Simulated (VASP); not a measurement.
Band structure of NiSb (relaxed from the zinc blende structure, space group F-43m). All values below come from PBEsol GGA, VASP's PBE PAW potentials (set 64) (plane waves; VASP 6.6.1).

Unless said otherwise, spin-orbit coupling is left out, though it shifts the bands of the heavy elements here.

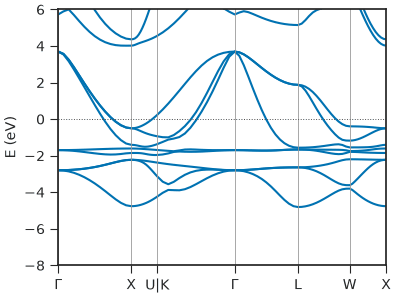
Fig. 1. Bands along high-symmetry lines, zero at the valence-band maximum or, without a gap, the Fermi level

**Question.** Read the plot: is there a gap, and where are the band edges?

**Answer.** It has no gap at this level: it comes out as a metal or semimetal. (Edges off the drawn lines would not show.)

The structure was generated: NiSb was put into the zinc blende type (F-43m), which need not be its known phase. It was relaxed first, which changed the volume by -21 %. The run is not spin-polarised, so no magnetic state was tried. The electron count is odd and the run is not spin-polarised, which forces a metal.
